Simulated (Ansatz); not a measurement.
# Calculations on WH₃Cl₂F

**1. Relaxation**

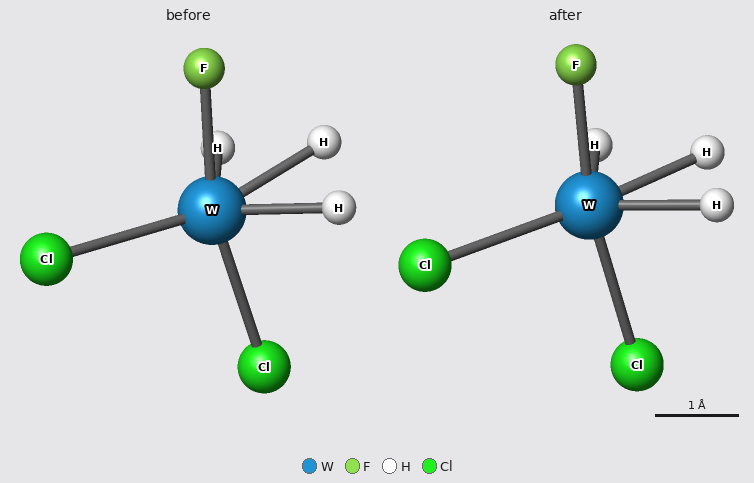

The structure of WH3Cl2F before (left) and after (right) a relaxation, at one scale.

A ball-and-stick model, seen at a tilt.

The run prepares an end point of a later path (reaction) calculation, from a guessed geometry.

The calculation used RKS PBE/def2-SVP (Ansatz). Set-up: no spin polarisation; force threshold 0.03 eV/Å; at most 50 steps.

Q: What changed between the two?

A: The atom that moves furthest after the best rigid fit is an H atom (0.17 Å). Largest moves by element: H 0.17 Å, F 0.10 Å, Cl 0.08 Å, W 0.07 Å. Among the contacts that change: H–W 1.713 → 1.733 Å, Cl–W 2.252 → 2.259 Å. Bond angles that change, for instance: H–W–Cl 165.4° → 176.3°, F–W–H 73.8° → 83.8°, H–W–Cl 91.0° → 85.3°. Over 5 geometry steps the energy falls by 0.080 eV. Largest force component: 0.58 eV/Å at the start, 0.021 eV/Å at the end.

**2. Relaxation**

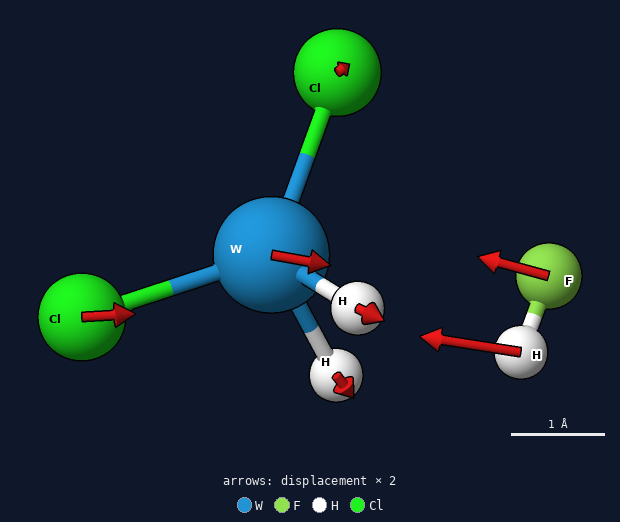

This is a relaxation of WH₃Cl₂F. The starting structure is drawn; red arrows show the displacements, 2 times their true length. The two geometries are superimposed by the best rigid fit.

Style: ball-and-stick. Shown at a tilt.

The run prepares an end point of a later path (reaction) calculation, from a guessed geometry.

All numbers below come from RKS PBE/def2-SVP in Ansatz. (no spin polarisation; force threshold 0.03 eV/Å; at most 50 steps)

What happened in the run?

The energy falls by 18.1 kJ/mol in 7 accepted moves (8 points after the start). Largest force component: 0.38 eV/Å at the start, 0.028 eV/Å at the end. The line search rejected the trial step at point 4 of the run. The atom that moves furthest after the best rigid fit is an H atom (0.57 Å). Largest moves by element: H 0.57 Å, F 0.41 Å, W 0.34 Å, Cl 0.30 Å. Near-neighbour distances that change, for instance: H–W 2.913 → 2.041 Å, F–W 3.046 → 2.312 Å, F–H 0.934 → 1.029 Å, Cl–W 2.238 → 2.271 Å. New bonds form, among them: F–W (3.05 → 2.31 Å). Among the angles between lasting bonds that change: Cl–W–Cl 129.7° → 120.4°, H–W–H 82.2° → 90.6°, H–W–Cl 113.0° → 121.3°. Cost: 9.7 s on 2 threads of AMD EPYC 9R45 96-Core Processor (Zen 5) (shared host), peak memory 0.16 GiB.

**3. Path**

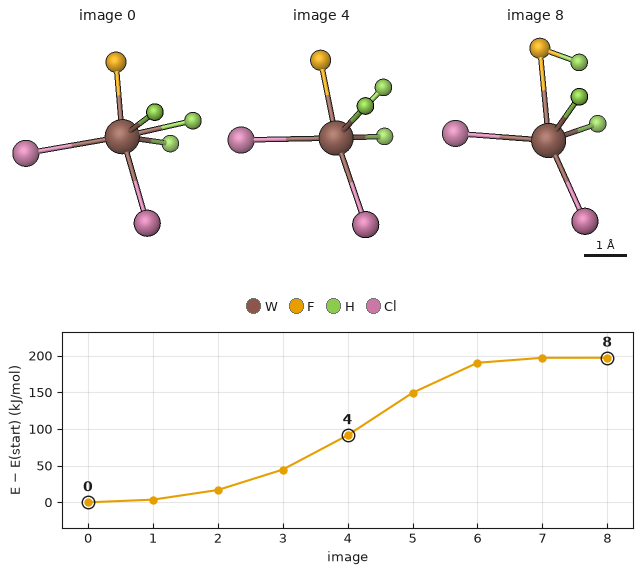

A search for the minimum-energy path of WH$_{3}$Cl$_{2}$F by the nudged elastic band. Images are numbered from 0 (start) to 8 (end). A ball-and-stick model, seen at a tilt.

Computed with RKS PBE/def2-SVP (Ansatz 0.2.0). Settings: 7 movable images; climbing image; force threshold 0.05 eV/Å; iteration limit 60; starting path through a guess of the saddle point.

### Describe the mechanism and the energy profile.

No barrier shows: the energy is highest at the end, and the end lies 197.1 kJ/mol above the start. Forming: F–H (2.40 → 1.03 Å). The band converged in 20 iterations. The largest component of the band force went from 4.5 to 0.038 eV/Å.

Cost: 2.5 min on 2 threads of AMD EPYC 9R45 96-Core Processor (Zen 5), with other jobs on the host, peak memory 0.21 GiB.
